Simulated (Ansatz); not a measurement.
**CH3F + GeH3 radical: a complex and its separated parts**

Aim: how far the complex at one end of a reaction step lies below its separated, relaxed parts, level by level.

Computed with Ansatz 0.2.0, Gaussian basis. Level: PBE0-D4/def2-TZVP structures, single points in def2-TZVPP, no counterpoise correction.

Levels: SPW92, PBE-D4, BLYP-D4, r2SCAN-D4, B97M-V, PBE0-D4, B3LYP-D4, r2SCAN0-D4, BHLYP-D4, CAM-B3LYP-D4, wB97X-V, wB97M-V, B2PLYP, PBE-QIDH, RPA on PBE, Hartree-Fock, MP2, CCSD, CCSD(T).

Cores are frozen in the correlated methods. Filled d shells of the heavier atoms are correlated. Orbitals are unrestricted. B3LYP uses VWN-RPA correlation. B2PLYP carries no dispersion term here.

94 further runs of the same task are left out: 94 set aside as unsound or not needed. Runs told in other sessions of the task aren't counted.

**1. The system as given**

The complex: 9 atoms, charge 0, spin multiplicity 2.

Atoms are counted from 1 here; the program's logs count them from 0.

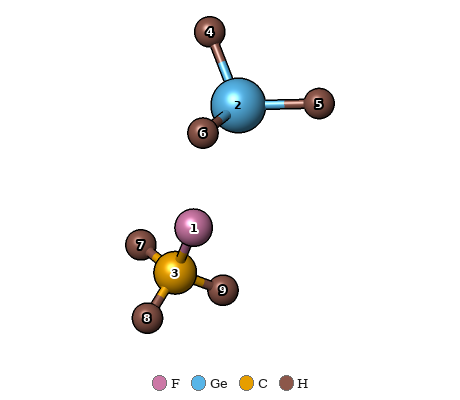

The starting geometry (fluorine pink, germanium blue, carbon amber, hydrogen brown); atoms are numbered from 1 in the order of the file.

As a file:

```xyz
9

F     0.36141   -0.92822    0.40557
Ge   -0.94212    2.25617   -0.95924
C     0.87667   -2.10700    0.89735
H    -0.02789    3.39526   -0.46935
H    -2.38244    2.45873   -0.45153
H    -0.91602    2.16139   -2.49666
H     1.83391   -1.90286    1.38213
H     1.02053   -2.80571    0.07025
H     0.17563   -2.52777    1.62158
```

Its parts: CH3F holds atoms 1, 3, 7, 8, 9; GeH3 radical holds atoms 2, 4, 5, 6. Each part counts its atoms afresh in its own runs.

**2. Relaxing CH3F alone**

File relax-a/in.yaml:

```yaml
crystal:
  periodic: [false, false, false]
  atoms:
    - {symbol: F, position_ang: [0.361414, -0.928216, 0.405566]}
    - {symbol: C, position_ang: [0.876669, -2.107000, 0.897354]}
    - {symbol: H, position_ang: [1.833913, -1.902863, 1.382128]}
    - {symbol: H, position_ang: [1.020529, -2.805708, 0.070247]}
    - {symbol: H, position_ang: [0.175634, -2.527767, 1.621580]}
basis:
  gaussian: {orbitals: def2-TZVP}
hamiltonian: {xc: pbe0, dispersion: d4}
relax: {f_tol: 0.005, max_steps: 200}
```

Started as:

```
ansatz run in.yaml --threads 8 --pin off --events-out ev --progress --plain --max-ram 19148MiB
```

What it wrote (excerpt; [...] marks lines left out):

```text
Functional definition: PBE0
  name "PBE0"
  cite "Adamo & Barone, J. Chem. Phys. 110, 6158 (1999) doi:10.1063/1.478522"
  cite "Perdew, Burke & Ernzerhof, Phys. Rev. Lett. 77, 3865 (1996) doi:10.1103/PhysRevLett.77.3865"
  parent pbe
[...]
468 factors; their error is unknown
[...]
mean field -3800.17367903 eV, -139.6538068540 hartree, gradient 4.7e-6 eV, S^2 0.000000; 0 other end points of the search recorded, 0 dependent functions left out
[...]
reference -3800.17369776 eV, -139.6538075424 hartree; 9, 9 occupied and 71, 71 virtual orbitals, 468 factors
[...]
reference -3800.17371345 eV, -139.6538081191 hartree; 9, 9 occupied and 71, 71 virtual orbitals, 468 factors
Total energy: -3800.19678270 eV, -139.6546558982 hartree
Atom 0 at     0.361555    -0.928521     0.405688 Å, force    -0.000201     0.000465    -0.000195 eV/Å
Atom 1 at     0.876433    -2.106476     0.897139 Å, force    -0.000167     0.000391    -0.000165 eV/Å
Atom 2 at     1.833833    -1.903001     1.382107 Å, force     0.000518    -0.000040     0.000288 eV/Å
Atom 3 at     1.020560    -2.805724     0.070404 Å, force     0.000130    -0.000471    -0.000338 eV/Å
Atom 4 at     0.175778    -2.527832     1.621536 Å, force    -0.000279    -0.000344     0.000410 eV/Å
Dipole moment:     0.139761    -0.319747     0.133400 e Å
```

Wall time 0.95 s (8 threads of Arm Neoverse V1, shared host).

Relaxation path:

| step | energy from step 1 (eV) | largest force component (eV/Å) |
| --- | --- | --- |
| 1 | 0.0000 | 0.0322 |
| 2 | 0.0000 | 0.0185 |
| 3 | 0.0000 | 0.0005 |

Distances of close pairs at the start and the end, largest changes first:

| bond | before (Å) | after (Å) | change (Å) |
| --- | --- | --- | --- |
| F1–C2 | 1.377 | 1.376 | -0.001 |
| C2–H3 | 1.092 | 1.092 | +0.000 |
| C2–H4 | 1.092 | 1.092 | +0.000 |
| C2–H5 | 1.092 | 1.092 | +0.000 |

**3. Relaxing GeH3 radical alone**

File relax-b/in.yaml:

```yaml
crystal:
  periodic: [false, false, false]
  atoms:
    - {symbol: Ge, position_ang: [-0.942116, 2.256174, -0.959240]}
    - {symbol: H, position_ang: [-0.027886, 3.395260, -0.469346]}
    - {symbol: H, position_ang: [-2.382439, 2.458728, -0.451530]}
    - {symbol: H, position_ang: [-0.916018, 2.161393, -2.496658]}
basis:
  gaussian: {orbitals: def2-TZVP}
magnetization: {spin_polarized: true, initial_magnetization: 1}
hamiltonian: {xc: pbe0, dispersion: d4}
relax: {f_tol: 0.005, max_steps: 200}
```

Started as:

```
ansatz run in.yaml --threads 8 --pin off --events-out ev --progress --plain --max-ram 19148MiB
```

What it wrote (excerpt; [...] marks lines left out):

```text
[... 5 set-up lines as earlier in the session ...]
[...]
533 factors; their error is unknown
[...]
mean field -56558.31454661 eV, -2078.4797229855 hartree, gradient 6.3e-5 eV, S^2 0.752091; 0 other end points of the search recorded, 0 dependent functions left out
[...]
Total energy: -56558.34222713 eV, -2078.4807402258 hartree
Atom 0 at    -0.945725     2.265189    -0.963145 Å, force     0.001313    -0.003279     0.001418 eV/Å
Atom 1 at    -0.024735     3.393562    -0.466827 Å, force     0.002691     0.003187     0.001464 eV/Å
Atom 2 at    -2.383524     2.455342    -0.448993 Å, force    -0.004125     0.000476     0.001518 eV/Å
Atom 3 at    -0.914474     2.157462    -2.497809 Å, force     0.000121    -0.000384    -0.004400 eV/Å
Dipole moment:     0.002494    -0.006222     0.002693 e Å
```

Wall time 1.2 s (8 threads of Arm Neoverse V1, shared host).

The steps of the relaxation:

| step | energy from step 1 (eV) | largest force component (eV/Å) |
| --- | --- | --- |
| 1 | 0.0000 | 0.0689 |
| 2 | -0.0005 | 0.0176 |
| 3 | -0.0005 | 0.0044 |

Close pairs (by a distance rule), those that changed most:

| bond | before (Å) | after (Å) | change (Å) |
| --- | --- | --- | --- |
| Ge1–H3 | 1.541 | 1.539 | -0.002 |
| Ge1–H2 | 1.541 | 1.539 | -0.002 |
| Ge1–H4 | 1.541 | 1.539 | -0.002 |

**4. SPW92/def2-TZVPP**

File parta/in.yaml:

```yaml
crystal:
  periodic: [false, false, false]
  atoms:
    - {symbol: F, position_ang: [0.361555, -0.928521, 0.405688]}
    - {symbol: C, position_ang: [0.876433, -2.106476, 0.897139]}
    - {symbol: H, position_ang: [1.833833, -1.903001, 1.382107]}
    - {symbol: H, position_ang: [1.020560, -2.805724, 0.070404]}
    - {symbol: H, position_ang: [0.175778, -2.527832, 1.621536]}
basis:
  gaussian: {orbitals: def2-TZVPP}
hamiltonian: {xc: lda}
```

File partb/in.yaml:

```yaml
crystal:
  periodic: [false, false, false]
  atoms:
    - {symbol: Ge, position_ang: [-0.945725, 2.265189, -0.963145]}
    - {symbol: H, position_ang: [-0.024735, 3.393562, -0.466827]}
    - {symbol: H, position_ang: [-2.383524, 2.455342, -0.448993]}
    - {symbol: H, position_ang: [-0.914474, 2.157462, -2.497809]}
basis:
  gaussian: {orbitals: def2-TZVPP}
magnetization: {spin_polarized: true, initial_magnetization: 1}
hamiltonian: {xc: lda}
```

One command serves all of them, each in its own folder.

Started as:

```
ansatz run in.yaml --threads 8 --pin off --events-out ev --progress --plain --max-ram 19148MiB
```

Output in parta (excerpt; [...] marks lines left out):

```text
Functional definition: SPW92
  name "SPW92"
  cite "Dirac, Proc. Camb. Phil. Soc. 26, 376 (1930) doi:10.1017/S0305004100016108"
  cite "Slater, Phys. Rev. 81, 385 (1951) doi:10.1103/PhysRev.81.385"
  cite "Perdew & Wang, Phys. Rev. B 45, 13244 (1992) doi:10.1103/PhysRevB.45.13244"
[...]
513 factors; their error is unknown
[...]
mean field -3776.21048072 eV, -138.7731755591 hartree, gradient 2.4e-5 eV, S^2 0.000000; 0 other end points of the search recorded, 0 dependent functions left out
reference -3776.21050592 eV, -138.7731764850 hartree; 9, 9 occupied and 95, 95 virtual orbitals, 513 factors
Total energy: -3776.21050592 eV, -138.7731764850 hartree
```

Log of partb (excerpt; [...] marks lines left out):

```text
[... 5 set-up lines as earlier in the session ...]
[...]
535 factors; their error is unknown
[...]
mean field -56478.45185076 eV, -2075.5448230456 hartree, gradient 9.8e-6 eV, S^2 0.750987; 0 other end points of the search recorded, 0 dependent functions left out
reference -56478.45187840 eV, -2075.5448240615 hartree; 18, 17 occupied and 72, 73 virtual orbitals, 535 factors
Total energy: -56478.45187840 eV, -2075.5448240615 hartree
```

Times: 0.2 s (parta), 0.25 s (partb) on 8 threads of Arm Neoverse V1, shared host.

**5. PBE-D4/def2-TZVPP**

The same edit goes into each in.yaml of step 4 (parta, partb):

```diff
-hamiltonian: {xc: lda}
+hamiltonian: {xc: pbe, dispersion: d4}
```

One command serves all of them, each in its own folder.

Started as:

```
ansatz run in.yaml --threads 8 --pin off --events-out ev --progress --plain --max-ram 19148MiB
```

parta printed (excerpt; [...] marks lines left out):

```text
Functional definition: PBE
  name "PBE"
[... 2 set-up lines as earlier in the session ...]
[...]
513 factors; their error is unknown
[...]
mean field -3800.00389551 eV, -139.6475674248 hartree, gradient 3.7e-5 eV, S^2 0.000000; 0 other end points of the search recorded, 0 dependent functions left out
reference -3800.00392262 eV, -139.6475684211 hartree; 9, 9 occupied and 95, 95 virtual orbitals, 513 factors
Total energy: -3800.03254721 eV, -139.6486203552 hartree
```

Log of partb (excerpt; [...] marks lines left out):

```text
[... 4 set-up lines as earlier in the session ...]
[...]
535 factors; their error is unknown
[...]
mean field -56556.73705458 eV, -2078.4217512226 hartree, gradient 9.7e-6 eV, S^2 0.751793; 0 other end points of the search recorded, 0 dependent functions left out
reference -56556.73708519 eV, -2078.4217523475 hartree; 18, 17 occupied and 72, 73 virtual orbitals, 535 factors
Total energy: -56556.77016867 eV, -2078.4229681430 hartree
```

Times: 0.25 s (parta), 0.35 s (partb) on 8 threads of Arm Neoverse V1, shared host.

**6. BLYP-D4/def2-TZVPP**

The same edit goes into each in.yaml of step 5 (parta, partb):

```diff
-hamiltonian: {xc: pbe, dispersion: d4}
+hamiltonian: {xc: {name: BLYP}, dispersion: d4}
```

Each run has its own folder and the same command.

Started as:

```
ansatz run in.yaml --threads 8 --pin off --events-out ev --progress --plain --max-ram 19148MiB
```

Output in parta (excerpt; [...] marks lines left out):

```text
Functional definition: BLYP
  name "BLYP"
  cite "Becke, Phys. Rev. A 38, 3098 (1988) doi:10.1103/PhysRevA.38.3098"
  cite "Lee, Yang & Parr, Phys. Rev. B 37, 785 (1988) doi:10.1103/PhysRevB.37.785"
[...]
513 factors; their error is unknown
[...]
mean field -3803.37839579 eV, -139.7715780229 hartree, gradient 3.4e-5 eV, S^2 0.000000; 0 other end points of the search recorded, 0 dependent functions left out
reference -3803.37864439 eV, -139.7715871587 hartree; 9, 9 occupied and 95, 95 virtual orbitals, 513 factors
Total energy: -3803.44711101 eV, -139.7741032606 hartree
```

partb printed (excerpt; [...] marks lines left out):

```text
[... 4 set-up lines as earlier in the session ...]
[...]
535 factors; their error is unknown
[...]
mean field -56566.91892754 eV, -2078.7959281523 hartree, gradient 1.3e-5 eV, S^2 0.751042; 0 other end points of the search recorded, 0 dependent functions left out
reference -56566.91918878 eV, -2078.7959377529 hartree; 18, 17 occupied and 72, 73 virtual orbitals, 535 factors
Total energy: -56566.99540418 eV, -2078.7987386171 hartree
```

They took 0.25 s (parta), 0.35 s (partb) on 8 threads of Arm Neoverse V1, shared host.

**7. r2SCAN-D4/def2-TZVPP**

Each input of step 6 (parta, partb) changes in the same lines:

```diff
-hamiltonian: {xc: {name: BLYP}, dispersion: d4}
+hamiltonian: {xc: r2scan, dispersion: d4}
```

The same command starts each run, in its folder.

Started as:

```
ansatz run in.yaml --threads 8 --pin off --events-out ev --progress --plain --max-ram 19148MiB
```

Log of parta (excerpt; [...] marks lines left out):

```text
Functional definition: r2SCAN
  name "r2SCAN"
  cite "Furness, Kaplan, Ning, Perdew & Sun, J. Phys. Chem. Lett. 11, 8208 (2020) doi:10.1021/acs.jpclett.0c02405"
  cite "Furness, Kaplan, Ning, Perdew & Sun, J. Phys. Chem. Lett. 11, 9248 (2020) doi:10.1021/acs.jpclett.0c03077"
  parent r2scan
[...]
513 factors; their error is unknown
[...]
mean field -3802.30482783 eV, -139.7321251279 hartree, gradient 3.9e-5 eV, S^2 0.000000; 0 other end points of the search recorded, 0 dependent functions left out
reference -3802.30483535 eV, -139.7321254044 hartree; 9, 9 occupied and 95, 95 virtual orbitals, 513 factors
Total energy: -3802.31158261 eV, -139.7323733616 hartree
```

Log of partb (excerpt; [...] marks lines left out):

```text
[... 5 set-up lines as earlier in the session ...]
[...]
535 factors; their error is unknown
[...]
mean field -56565.29070498 eV, -2078.7360920767 hartree, gradient 2.3e-5 eV, S^2 0.753679; 0 other end points of the search recorded, 0 dependent functions left out
reference -56565.29071513 eV, -2078.7360924500 hartree; 18, 17 occupied and 72, 73 virtual orbitals, 535 factors
Total energy: -56565.29792516 eV, -2078.7363574135 hartree
```

They took 0.6 s (parta), 0.95 s (partb) on 8 threads of Arm Neoverse V1, shared host.

**8. B97M-V/def2-TZVPP**

Each input of step 7 (parta, partb) changes in the same lines:

```diff
-hamiltonian: {xc: r2scan, dispersion: d4}
+hamiltonian: {xc: {name: B97M-V}}
```

The same command starts each run, in its folder.

Started as:

```
ansatz run in.yaml --threads 8 --pin off --events-out ev --progress --plain --max-ram 19148MiB
```

Log of parta (excerpt; [...] marks lines left out):

```text
Functional definition: B97M-V
  name "B97M-V"
  cite "Mardirossian & Head-Gordon, J. Chem. Phys. 142, 074111 (2015) doi:10.1063/1.4907719"
  cite "Becke, J. Chem. Phys. 107, 8554 (1997) doi:10.1063/1.475007"
  cite "Vydrov & Van Voorhis, J. Chem. Phys. 133, 244103 (2010) doi:10.1063/1.3521275"
  # Of w^i u^j: cxij and so on, Table III.
[...]
  gx(w, u) = cx00 + cx01*u + cx02*u^2 + (cx10 + cx11*u)*w
[...]
  gos(w, u) = cos00 + cos01*u + cos03*u^3 + cos10*w + cos32*w^3*u^2
[...]
      + integral(e_c_pw_mod_opposite_spin*gos(b97_w_opposite, b97_u_opposite)) + vv10(b, c)
513 factors; their error is unknown
[...]
mean field -3803.14873460 eV, -139.7631381296 hartree, gradient 2.2e-5 eV, S^2 0.000000; 0 other end points of the search recorded, 0 dependent functions left out
reference -3803.14877180 eV, -139.7631394968 hartree; 9, 9 occupied and 95, 95 virtual orbitals, 513 factors
Total energy: -3803.14877180 eV, -139.7631394968 hartree
```

partb printed (excerpt; [...] marks lines left out):

```text
[... 5 set-up lines as earlier in the session ...]
  # Of w^i u^j: cxij and so on, Table III.
[...]
  gx(w, u) = cx00 + cx01*u + cx02*u^2 + (cx10 + cx11*u)*w
[...]
  gos(w, u) = cos00 + cos01*u + cos03*u^3 + cos10*w + cos32*w^3*u^2
[...]
      + integral(e_c_pw_mod_opposite_spin*gos(b97_w_opposite, b97_u_opposite)) + vv10(b, c)
535 factors; their error is unknown
[...]
mean field -56554.99575894 eV, -2078.3577597879 hartree, gradient 1.7e-5 eV, S^2 0.751681; 0 other end points of the search recorded, 0 dependent functions left out
reference -56554.99580242 eV, -2078.3577613860 hartree; 18, 17 occupied and 72, 73 virtual orbitals, 535 factors
Total energy: -56554.99580242 eV, -2078.3577613860 hartree
```

They took 0.75 s (parta), 1.1 s (partb) on 8 threads of Arm Neoverse V1, shared host.

**9. PBE0-D4/def2-TZVPP**

The same edit goes into each in.yaml of step 8 (parta, partb):

```diff
-hamiltonian: {xc: {name: B97M-V}}
+hamiltonian: {xc: pbe0, dispersion: d4}
+output: {orbitals: {seedname: orbitals}}
```

Each run has its own folder and the same command.

Started as:

```
ansatz run in.yaml --threads 8 --pin off --events-out ev --progress --plain --max-ram 19148MiB
```

Log of parta (excerpt; [...] marks lines left out):

```text
[... 5 set-up lines as earlier in the session ...]
[...]
513 factors; their error is unknown
[...]
mean field -3800.20281665 eV, -139.6548776419 hartree, gradient 7.7e-5 eV, S^2 0.000000; 0 other end points of the search recorded, 0 dependent functions left out
reference -3800.20283603 eV, -139.6548783543 hartree; 9, 9 occupied and 95, 95 virtual orbitals, 513 factors
Total energy: -3800.22590528 eV, -139.6557261334 hartree
```

partb printed (excerpt; [...] marks lines left out):

```text
[... 5 set-up lines as earlier in the session ...]
[...]
578 factors; their error is unknown
[...]
mean field -56558.33623494 eV, -2078.4805200168 hartree, gradient 6.5e-5 eV, S^2 0.752224; 0 other end points of the search recorded, 0 dependent functions left out
reference -56558.33625806 eV, -2078.4805208666 hartree; 18, 17 occupied and 72, 73 virtual orbitals, 578 factors
Total energy: -56558.36337846 eV, -2078.4815175227 hartree
```

Wall times: 0.25 s (parta), 0.4 s (partb) on 8 threads of Arm Neoverse V1, shared host.

**10. B3LYP-D4/def2-TZVPP**

The same edit goes into each in.yaml of step 9 (parta, partb):

```diff
-hamiltonian: {xc: pbe0, dispersion: d4}
-output: {orbitals: {seedname: orbitals}}
+hamiltonian: {xc: {name: B3LYP}, dispersion: d4}
```

Each run has its own folder and the same command.

Started as:

```
ansatz run in.yaml --threads 8 --pin off --events-out ev --progress --plain --max-ram 19148MiB
```

Output in parta (excerpt; [...] marks lines left out):

```text
Functional definition: B3LYP
  name "B3LYP"
  cite "Stephens, Devlin, Chabalowski & Frisch, J. Phys. Chem. 98, 11623 (1994) doi:10.1021/j100096a001"
[... 2 set-up lines as earlier in the session ...]
  cite "Vosko, Wilk & Nusair, Can. J. Phys. 58, 1200 (1980) doi:10.1139/p80-159"
[...]
513 factors; their error is unknown
[...]
mean field -3804.37264868 eV, -139.8081161428 hartree, gradient 8.3e-5 eV, S^2 0.000000; 0 other end points of the search recorded, 0 dependent functions left out
reference -3804.37282830 eV, -139.8081227434 hartree; 9, 9 occupied and 95, 95 virtual orbitals, 513 factors
Total energy: -3804.41856272 eV, -139.8098034525 hartree
```

Output in partb (excerpt; [...] marks lines left out):

```text
[... 6 set-up lines as earlier in the session ...]
[...]
566 factors; their error is unknown
[...]
mean field -56567.01011191 eV, -2078.7992791162 hartree, gradient 6.6e-6 eV, S^2 0.751327; 0 other end points of the search recorded, 0 dependent functions left out
reference -56567.01030800 eV, -2078.7992863221 hartree; 18, 17 occupied and 72, 73 virtual orbitals, 566 factors
Total energy: -56567.06445490 eV, -2078.8012761842 hartree
```

They took 0.3 s (parta), 0.4 s (partb) on 8 threads of Arm Neoverse V1, shared host.

**11. r2SCAN0-D4/def2-TZVPP**

The same edit goes into each in.yaml of step 10 (parta, partb):

```diff
-hamiltonian: {xc: {name: B3LYP}, dispersion: d4}
+hamiltonian: {xc: {name: r2SCAN0}, dispersion: d4}
```

The same command starts each run, in its folder.

Started as:

```
ansatz run in.yaml --threads 8 --pin off --events-out ev --progress --plain --max-ram 19148MiB
```

Output in parta (excerpt; [...] marks lines left out):

```text
Functional definition: r2SCAN0
  name "r2SCAN0"
  cite "Bursch, Neugebauer, Ehlert & Grimme, J. Chem. Phys. 156, 134105 (2022) doi:10.1063/5.0086040"
[... 3 set-up lines as earlier in the session ...]
[...]
513 factors; their error is unknown
[...]
mean field -3801.85430326 eV, -139.7155686556 hartree, gradient 4.3e-5 eV, S^2 0.000000; 0 other end points of the search recorded, 0 dependent functions left out
reference -3801.85430920 eV, -139.7155688738 hartree; 9, 9 occupied and 95, 95 virtual orbitals, 513 factors
Total energy: -3801.86185847 eV, -139.7158463041 hartree
```

Output in partb (excerpt; [...] marks lines left out):

```text
[... 6 set-up lines as earlier in the session ...]
[...]
578 factors; their error is unknown
[...]
mean field -56564.80197930 eV, -2078.7181317396 hartree, gradient 6.8e-5 eV, S^2 0.753585; 0 other end points of the search recorded, 0 dependent functions left out
reference -56564.80198729 eV, -2078.7181320331 hartree; 18, 17 occupied and 72, 73 virtual orbitals, 578 factors
Total energy: -56564.81048954 eV, -2078.7184444849 hartree
```

Wall times: 0.65 s (parta), 0.9 s (partb) on 8 threads of Arm Neoverse V1, shared host.

**12. BHLYP-D4/def2-TZVPP**

Each input of step 11 (parta, partb) changes in the same lines:

```diff
-hamiltonian: {xc: {name: r2SCAN0}, dispersion: d4}
+hamiltonian: {xc: {name: BHLYP}, dispersion: d4}
```

The same command starts each run, in its folder.

Started as:

```
ansatz run in.yaml --threads 8 --pin off --events-out ev --progress --plain --max-ram 19148MiB
```

parta printed (excerpt; [...] marks lines left out):

```text
Functional definition: BHLYP
  name "BHLYP"
  cite "Becke, J. Chem. Phys. 98, 1372 (1993) doi:10.1063/1.464304"
[... 2 set-up lines as earlier in the session ...]
[...]
573 factors; their error is unknown
[...]
mean field -3802.50058334 eV, -139.7393190103 hartree, gradient 5.7e-5 eV, S^2 0.000000; 0 other end points of the search recorded, 0 dependent functions left out
reference -3802.50070192 eV, -139.7393233679 hartree; 9, 9 occupied and 95, 95 virtual orbitals, 573 factors
Total energy: -3802.52888156 eV, -139.7403589507 hartree
```

Output in partb (excerpt; [...] marks lines left out):

```text
[... 5 set-up lines as earlier in the session ...]
[...]
637 factors; their error is unknown
[...]
mean field -56565.00578582 eV, -2078.7256214908 hartree, gradient 7.7e-5 eV, S^2 0.751874; 0 other end points of the search recorded, 0 dependent functions left out
reference -56565.00591917 eV, -2078.7256263915 hartree; 18, 17 occupied and 72, 73 virtual orbitals, 637 factors
Total energy: -56565.04569557 eV, -2078.7270881470 hartree
```

Wall times: 0.3 s (parta), 0.4 s (partb) on 8 threads of Arm Neoverse V1, shared host.

[end of part 1 of 2]
